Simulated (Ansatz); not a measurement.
Input

```
crystal:
  periodic: [false, false, false]
  atoms:
    - { symbol: B, position_ang: [-1.51528, 0.36954, -1.18564] }
    - { symbol: Si, position_ang: [0.21327, 0.66693, -0.44653] }
    - { symbol: C, position_ang: [0.48491, -0.79028, 0.76916] }
    - { symbol: H, position_ang: [-2.66423, 0.50357, -1.15495] }
    - { symbol: H, position_ang: [1.35281, 0.62312, -1.38959] }
    - { symbol: H, position_ang: [0.50104, 1.88235, 0.35871] }
    - { symbol: H, position_ang: [0.4763, -1.74155, 0.2473] }
    - { symbol: H, position_ang: [1.44086, -0.69424, 1.27242] }
    - { symbol: H, position_ang: [-0.28969, -0.81943, 1.52912] }
magnetization:
  spin_polarized: true
  initial_magnetization: 1
basis:
  gaussian: { orbitals: "6-31G" }
hamiltonian:
  xc: pbe
relax:
  f_tol: 0.02
  max_steps: 50
output:
  orbitals: {}
```

Run with:

```sh
ansatz run input.yaml --threads 1 --pin off --max-ram 2048MiB --backend cpu --events-out ev --progress --plain --runs-dir out
```

The fields are those of the relaxed geometry.

Level of theory: UKS PBE/6-31G (Ansatz 0.2.0).

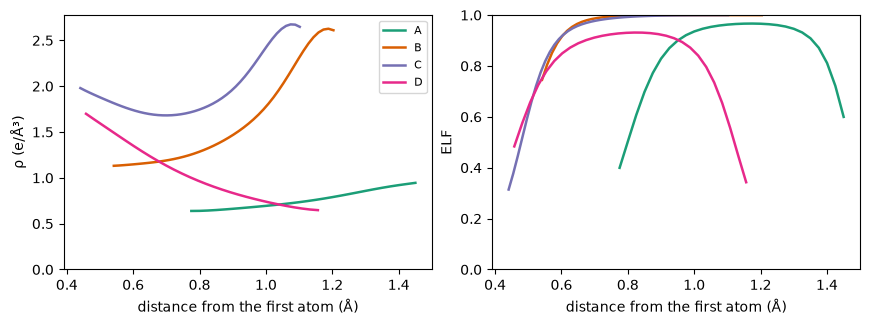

CH₆BSi (doublet). Total electron density and electron localisation function along straight lines between neighbouring atoms. The curves leave out the atomic cores.

Which curve belongs to which contact (B–H, C–H, C–Si and Si–B)? The first atom named is at distance zero.

Curve A: Si–B (2.00 Å): ρ is about 0.69 e/Å³ halfway; the ELF peaks at about 0.95 between the atoms (a shared electron pair). Curve B: B–H (1.20 Å): the density is about 1.1 e/Å³ at the midpoint; the ELF climbs to about 1 towards the hydrogen, as it does in any bond to H: a covalent bond by its length. Curve C: C–H (1.10 Å): ρ at the midpoint is about 1.8 e/Å³; the ELF climbs to about 1 towards the hydrogen (an ordinary covalent bond to hydrogen). Curve D: C–Si (1.93 Å): ρ is about 0.77 e/Å³ halfway; the ELF peaks at about 0.95 between the atoms: a shared electron pair.
